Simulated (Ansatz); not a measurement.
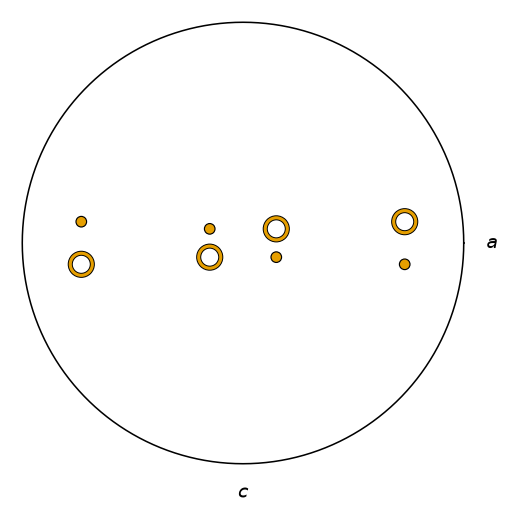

Stereographic projection: filled dots lie in the upper hemisphere, open rings in the lower. The b axis points at the viewer. The poles are all faces of one general form. Computed from the symmetry operations of a computed or model structure of composition Li2MgGeSe4, which need not be its known form.

Question: Identify the point group and its elements.

Answer: -42m (D2d), order 8, tetragonal system: one −4 axis, two twofold axes, two mirror planes.

Question: Which physical properties does it allow?

Answer: It is not centrosymmetric; not polar, but piezoelectricity is allowed; it is not chiral.
